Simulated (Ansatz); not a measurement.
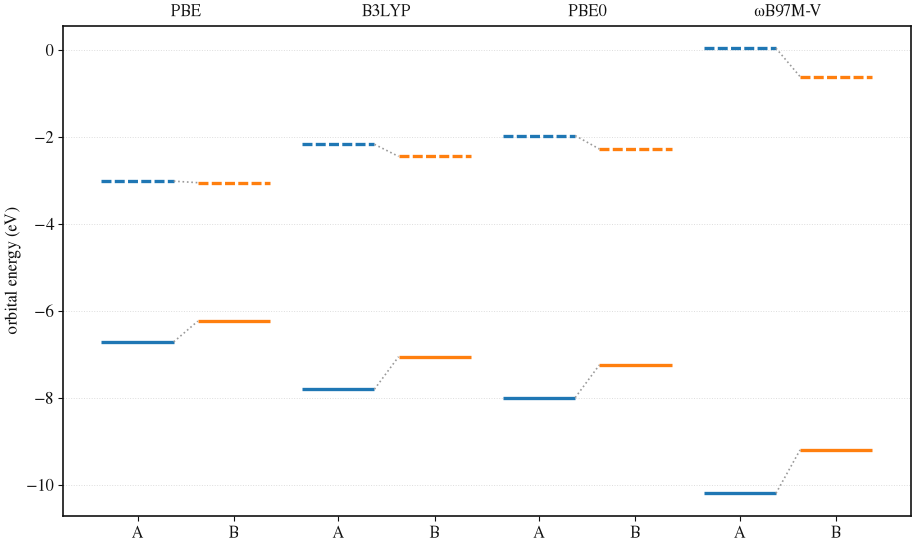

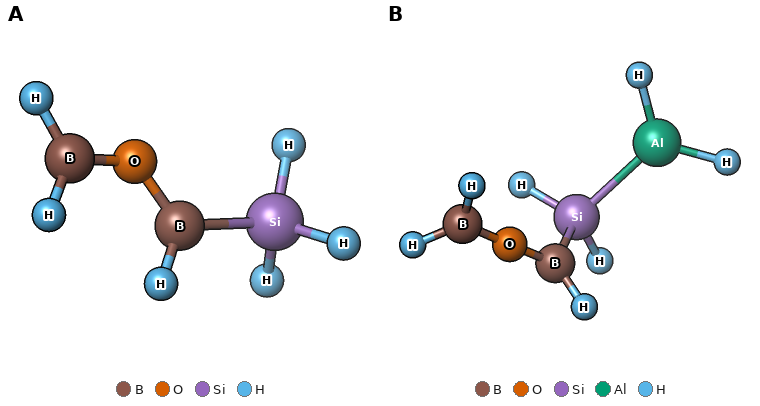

One change: A, B₂SiH₆O (SMILES BOB[SiH3]), becomes B, AlB₂SiH₇O (SMILES BOB[SiH2][AlH2]). H on Si is replaced by AlH₂. HOMO (solid) and LUMO (dashed) computed in def2-TZVPP at PBE0-D4/def2-TZVP geometries, both minima by their frequencies, gas phase, the Ansatz code 0.2.0. Empty levels above zero depend strongly on the basis.

Question: What does the change do to HOMO and LUMO?

Answer: PBE: the HOMO rises by 0.48 eV, the LUMO falls by 0.04 eV, and the separation goes from 3.70 to 3.18 eV. B3LYP: the HOMO rises by 0.75 eV, the LUMO falls by 0.28 eV, and the separation goes from 5.63 to 4.61 eV. PBE0: the HOMO rises by 0.75 eV, the LUMO falls by 0.31 eV, and the separation goes from 6.03 to 4.97 eV. ωB97M-V: the HOMO rises by 1.00 eV, the LUMO falls by 0.65 eV, and the separation goes from 10.24 to 8.59 eV.

Question: Do the functionals agree on the effect?

Answer: They agree on the direction for both levels; the HOMO shift lies between 0.48 and 1.00 eV and the LUMO shift between −0.65 and −0.04 eV, while the separations themselves differ by up to 6.5 eV between functionals.

Note: one conformer of each flexible molecule.
